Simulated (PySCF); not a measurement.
## Electronic structure of BSb (charge −1, doublet) in real space

```xyz
2

B     0.0000    0.0000   -1.8496
Sb    0.0000    0.0000    0.1684
```

Core potentials replace the inner electrons of Sb.

The calculation used PySCF, PBE0/aug-cc-pVDZ(-PP), non-relativistic Hamiltonian with scalar-relativistic core potentials where named, at a bond length of 2.018 Å.

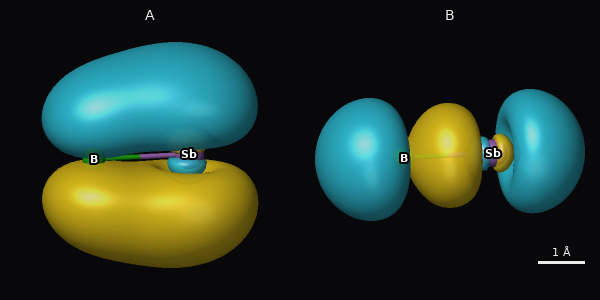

Figure 1. Two frontier α-spin orbitals, each drawn at the value that holds 80 % of its norm (yellow and cyan are the two phases), in no order; of a degenerate pair one member is drawn.

Name the orbitals and rank them from lowest to highest energy.

Answer. Orbital B: σ, occupied in this spin, −1.40 eV; shared between the atoms (B 55 %, Sb 45 %).
Orbital A: π, occupied in this spin, −0.70 eV; bonding, with no node between the atoms.

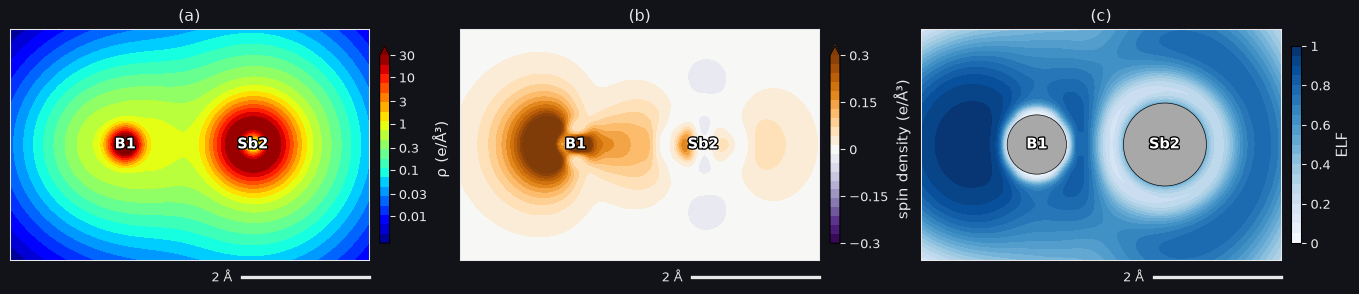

Figure 2. (a) electron density; (b) spin density (α minus β); (c) electron localisation function on a plane that holds the molecular axis. Grey discs cover the atomic cores in the ELF map.

Describe what can be read from this map.

Answer. The plane passes through B and Sb nuclei. B–Sb (2.02 Å): the density is about 0.78 e/Å³ at the midpoint; the ELF peaks at about 0.80 in the valence shell of B, 0.7 Å from its nucleus, and drops to about 0.20 between the two atoms. The ELF also peaks beside Sb2 and B1, away from the bonds: non-bonding electrons, paired or unpaired. The unpaired spin (1 electron) lies mostly on B1 (about 0.9) and Sb2 (about 0.1), in electrons by Hirshfeld's partition.

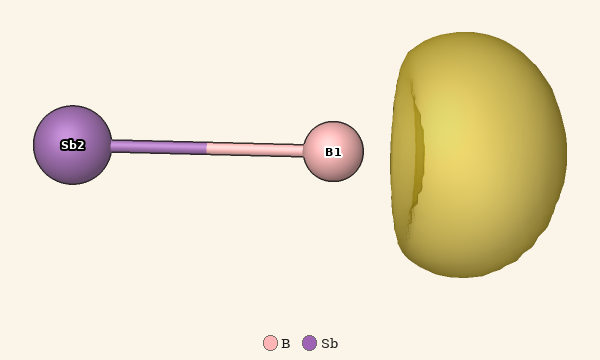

Figure 3. Isosurface of the electron localisation function at 0.9 (yellow), seen from one side. Only the valence region is drawn (cores and ρ < 0.01 e/Å³ removed).

Describe the localisation domains.

Answer. The surface consists of one lobe on B, pointing away from the bonds (non-bonding electrons).
